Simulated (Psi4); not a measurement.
# CF3 (SMILES F[C](F)F): UMP2/def2-SVPD

Aim: the energy change on altering one bond length of CF3 at UMP2/def2-SVPD, from 2 runs. 

Program for the calculation: Psi4 1.11.

1 further run of the same task is left out (set aside as unsound or not needed).

### Step 1. The system as given

CF3: 4 atoms, total charge 0, spin state doublet. As SMILES, `F[C](F)F`. The shape is that of a PBE0-D4/def2-TZVP optimisation.

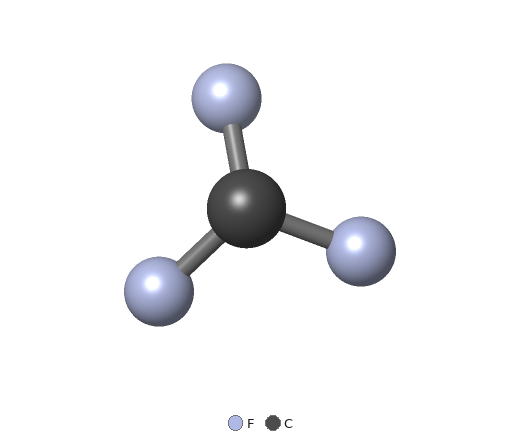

The structure, seen from a chosen angle (fluorine light blue, carbon dark grey).

### Step 2. The energy at UMP2/def2-SVPD

Contents of cf3.xyz:

```xyz
4
CF3
F     -1.227500     0.024900     0.265400
C     -0.039500    -0.059500    -0.286700
F      0.658900    -1.044900     0.227300
F      0.608100     1.079500    -0.205900
```

Contents of cf3_ase.py:

```python
import numpy as np
from ase.calculators.psi4 import Psi4
from ase.io import read

a = read('cf3.xyz')
calc = Psi4(atoms=a, method='mp2', basis='def2-SVPD', memory='1600MB', num_threads=1, charge=0, multiplicity=2, label='psi4-calc', reference='uhf')
calc.psi4.set_options({'puream': True, 'e_convergence': 1e-09, 'd_convergence': 1e-08, 'scf_type': 'pk', 'num_frozen_docc': 4, 'mp2_type': 'conv', 'maxiter': 100})
a.calc = calc

print(f'energy: {a.get_potential_energy():.6f} eV')
```

Started as:

```bash
$ python cf3_ase.py
```

psi4-calc.dat:

```text
[...]
  Running in c1 symmetry.
[...]
  Nuclear repulsion =  124.596026532847389
[...]
  Multiplicity = 2
[...]
  Nalpha       = 17
  Nbeta        = 16
[...]
    Number of basis functions: 89
[...]
   @UHF iter   1:  -335.78075441549885   -3.90008e-01   5.48592e-03 DIIS/ADIIS
[...]
   @UHF iter  13:  -335.88023781007075   -4.14957e-12   4.84425e-09 DIIS
[...]
   @S^2 Observed:                7.539915090E-01
[...]
    Orbital Energies [Eh]
    ---------------------
    Alpha Occupied:
       1A    -26.373641     2A    -26.373607     3A    -26.373543
       4A    -11.539016     5A     -1.752287     6A     -1.654508
       7A     -1.654443     8A     -0.994366     9A     -0.866362
      10A     -0.866332    11A     -0.859208    12A     -0.749643
      13A     -0.749613    14A     -0.704644    15A     -0.704613
      16A     -0.683250    17A     -0.486049
    Alpha Virtual:
      18A      0.100262    19A      0.155289    20A      0.155294
      21A      0.169196    22A      0.221391    23A      0.221397
      24A      0.243214    25A      0.243221    26A      0.249923
[...]
  @UHF Final Energy:  -335.88023781007075
   => Energetics <=
    Nuclear Repulsion Energy =            124.5960265328473895
    One-Electron Energy =                -714.9717977339048502
    Two-Electron Energy =                 254.4955333909866795
    Total Energy =                       -335.8802378100707529
  UHF NO Occupations:
  HONO-2 :   15  A 1.9996703
  HONO-1 :   16  A 1.9989897
[...]
 Multipole Moments:
 ------------------------------------------------------------------------------------
     Multipole            Electronic (a.u.)      Nuclear  (a.u.)        Total (a.u.)
 ------------------------------------------------------------------------------------
 L = 1.  Multiply by 2.5417464519 to convert [e a0] to [Debye]
 Dipole X            :         -0.0081770           -0.0259235           -0.0341005
 Dipole Y            :         -0.0126711           -0.0390494           -0.0517205
 Dipole Z            :         -0.0598462           -0.1881753           -0.2480216
 Magnitude           :                                                    0.2556415
[...]
	SCS-MP2 Total Energy (a.u.)        :  -336.53576506890681
	SOS-MP2 Total Energy (a.u.)        :  -336.47135470249896
	SCSN-MP2 Total Energy (a.u.)       :  -336.22032454470451
[...]
	SOS-PI-MP2 Total Energy (a.u.)     :  -336.56987418457027
[...]
	MP2 Total Energy (a.u.)            :  -336.56606631965127
[...]
```

On the terminal:

```text
energy: -9158.429153 eV
```

Run time: 7.2 s. Hardware: 1 thread of Intel Xeon Platinum 8259CL at 2.50GHz (Skylake/Cascade Lake), shared host; peak memory 0.46 GiB.

### Step 3. The distorted shape, same level

Contents of calc.py:

```python
import psi4

psi4.set_memory(1600000000)
psi4.set_num_threads(1)
psi4.core.set_output_file('output.dat', False)

m = psi4.geometry("""
0 2
F
C 1 1.5096
F 2 1.31262 1 111.41282
F 2 1.312721 3 111.39411 1 125.06174
symmetry c1
""")

psi4.set_options({
    'reference': 'uhf',
    'puream': True,
    'e_convergence': 1e-09,
    'd_convergence': 1e-08,
    'scf_type': 'pk',
    'num_frozen_docc': 4,
    'mp2_type': 'conv',
    'maxiter': 100,
})

e_tot = psi4.energy('mp2/def2-SVPD')
print(f'total energy {e_tot:.8f} hartree = {e_tot * 27.211386:.5f} eV')
```

Started as:

```bash
$ python calc.py
```

output.dat:

```text
[...]
  Running in c1 symmetry.
[...]
  Nuclear repulsion =  118.958734470595601
[...]
  Multiplicity = 2
[...]
  Nalpha       = 17
  Nbeta        = 16
[...]
    Number of basis functions: 89
[...]
   @UHF iter   1:  -335.72802954177251   -6.69424e-01   5.93845e-03 ADIIS/DIIS
[...]
   @UHF iter  15:  -335.85111593735195   -5.45697e-12   9.73479e-09 DIIS
[...]
   @S^2 Observed:                7.548466572E-01
[...]
    Orbital Energies [Eh]
    ---------------------
    Alpha Occupied:
       1A    -26.397450     2A    -26.397378     3A    -26.341333
       4A    -11.568537     5A     -1.745816     6A     -1.672347
       7A     -1.583987     8A     -0.999148     9A     -0.864704
      10A     -0.853556    11A     -0.840525    12A     -0.752722
      13A     -0.723779    14A     -0.716741    15A     -0.673284
      16A     -0.669132    17A     -0.513325
    Alpha Virtual:
      18A      0.098789    19A      0.153244    20A      0.156874
      21A      0.168711    22A      0.215111    23A      0.223422
      24A      0.235512    25A      0.239512    26A      0.249270
[...]
  @UHF Final Energy:  -335.85111593735195
   => Energetics <=
    Nuclear Repulsion Energy =            118.9587344705956014
    One-Electron Energy =                -703.8206289202225889
    Two-Electron Energy =                 249.0107785122750670
    Total Energy =                       -335.8511159373519490
  UHF NO Occupations:
  HONO-2 :   15  A 1.9995168
  HONO-1 :   16  A 1.9987054
[...]
 Multipole Moments:
 ------------------------------------------------------------------------------------
     Multipole            Electronic (a.u.)      Nuclear  (a.u.)        Total (a.u.)
 ------------------------------------------------------------------------------------
 L = 1.  Multiply by 2.5417464519 to convert [e a0] to [Debye]
 Dipole X            :          0.0024352            0.1641494            0.1665846
 Dipole Y            :          0.0010048            0.0852969            0.0863017
 Dipole Z            :          0.3802674            0.0904911            0.4707585
 Magnitude           :                                                    0.5067662
[...]
	SCS-MP2 Total Energy (a.u.)        :  -336.51878477699745
	SOS-MP2 Total Energy (a.u.)        :  -336.45355607391940
	SCSN-MP2 Total Energy (a.u.)       :  -336.19552348960406
[...]
	SOS-PI-MP2 Total Energy (a.u.)     :  -336.55396276334733
[...]
	MP2 Total Energy (a.u.)            :  -336.54883549372562
[...]
```

On the terminal:

```text
total energy -336.54883549 hartree = -9157.96027 eV
```

Run time: 7.2 s. Hardware: 1 thread of Intel Xeon Platinum 8259CL at 2.50GHz (Skylake/Cascade Lake), shared host; peak memory 0.45 GiB.

### Step 4. Results

At UMP2/def2-SVPD, 4 core orbitals frozen:

```
                                                                   quantity          value
                                                  first shape: total energy  -336.56607 Eh
    first shape: HOMO energy (Hartree–Fock orbitals) (highest over α and β)      -13.23 eV
     first shape: LUMO energy (Hartree–Fock orbitals) (lowest over α and β)        1.63 eV
                   first shape: correlation energy (4 core orbitals frozen)     -685.8 mEh
                             first shape: ⟨S²⟩ of the reference determinant          0.754
                                              distorted shape: total energy  -336.54884 Eh
distorted shape: HOMO energy (Hartree–Fock orbitals) (highest over α and β)      -13.97 eV
 distorted shape: LUMO energy (Hartree–Fock orbitals) (lowest over α and β)        1.21 eV
               distorted shape: correlation energy (4 core orbitals frozen)     -697.7 mEh
                         distorted shape: ⟨S²⟩ of the reference determinant          0.755
          energy change with the F1–C2 bond stretched from 1.313 to 1.510 Å       0.469 eV
```

**Reading.** With the F1–C2 bond stretched from 1.313 to 1.510 Å the energy rises by 0.47 eV (45.2 kJ/mol). The first shape isn't relaxed at this level, so the change isn't measured from a minimum.
